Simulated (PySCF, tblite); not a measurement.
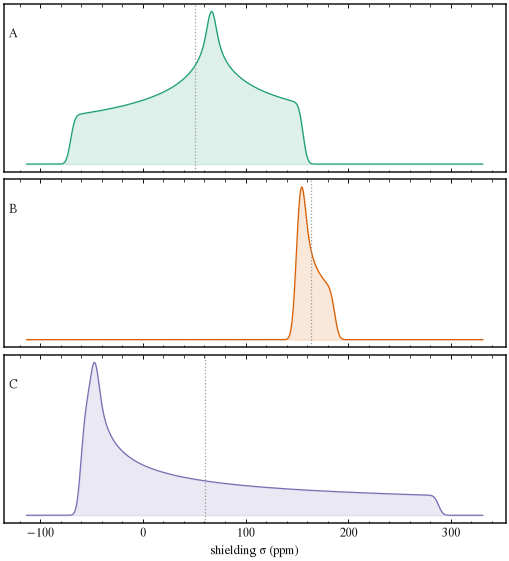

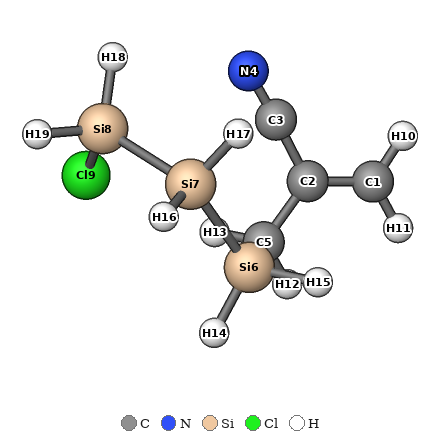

Static powder patterns (¹³C) from GIAO shielding tensors of C₄H₁₀ClNSi₃, SMILES C=C(C#N)C[SiH2][SiH2][SiH2]Cl, PBE0/pcSseg-1, PySCF 2.14.0, at a GFN2-xTB geometry (a minimum by its frequencies); absolute shielding, one fixed geometry of the isolated molecule without any motion, no dipolar terms. The dotted line is the isotropic value; skew is 3(σiso − σ22)/span.

Question: The panels belong to C1, C3 and C5. Which is which?

Answer: panel A: C1, σ11, σ22, σ33 = −70, 67, 156 ppm, isotropic 51, span 226 ppm, skew −0.21; panel B: C5, σ11, σ22, σ33 = 149, 154, 187 ppm, isotropic 163, span 38 ppm, skew 0.72; panel C: C3, σ11, σ22, σ33 = −60, −47, 288 ppm, isotropic 60, span 348 ppm, skew 0.92.

Note: the tight-binding geometry is rougher than a DFT one and adds to the error; one conformer of a flexible molecule.
